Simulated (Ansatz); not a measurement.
The figure comes from a scan of SiC (wurtzite): a phonon pattern at M = (0.5, 0.0, 0.0) is frozen into a 8-atom cell, Q being the largest atomic displacement. Level of theory: PBE (plane waves to 420 eV, PAW, scalar-relativistic; Ansatz, a program for electronic structure). k mesh 6×12×7 (Γ-centred), Fermi-Dirac smearing 0.05 eV. SiC was relaxed with its symmetry unable to fall. The PAW data are Ansatz's earlier set. 

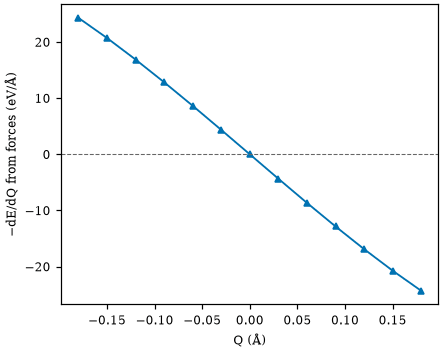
Figure: −dE/dQ from forces (eV/Å) against Q (Å); computed points joined by lines.

**Question.** Turn the plot into a table (rounded to what can be read).

**Answer.** To the nearest 1:

```json
[
 {"Q (Å)": "-0.180", "−dE/dQ from forces (eV/Å)": "24"},
 {"Q (Å)": "-0.150", "−dE/dQ from forces (eV/Å)": "21"},
 {"Q (Å)": "-0.120", "−dE/dQ from forces (eV/Å)": "17"},
 {"Q (Å)": "-0.090", "−dE/dQ from forces (eV/Å)": "13"},
 {"Q (Å)": "-0.060", "−dE/dQ from forces (eV/Å)": "9"},
 {"Q (Å)": "-0.030", "−dE/dQ from forces (eV/Å)": "4"},
 {"Q (Å)": "0.000", "−dE/dQ from forces (eV/Å)": "0"},
 {"Q (Å)": "0.030", "−dE/dQ from forces (eV/Å)": "-4"},
 {"Q (Å)": "0.060", "−dE/dQ from forces (eV/Å)": "-9"},
 {"Q (Å)": "0.090", "−dE/dQ from forces (eV/Å)": "-13"},
 {"Q (Å)": "0.120", "−dE/dQ from forces (eV/Å)": "-17"},
 {"Q (Å)": "0.150", "−dE/dQ from forces (eV/Å)": "-21"},
 {"Q (Å)": "0.180", "−dE/dQ from forces (eV/Å)": "-24"}
]
```

(For displaced atoms, the force is minus the slope of the energy, and its curvature is a force constant, which sets phonon frequencies.)
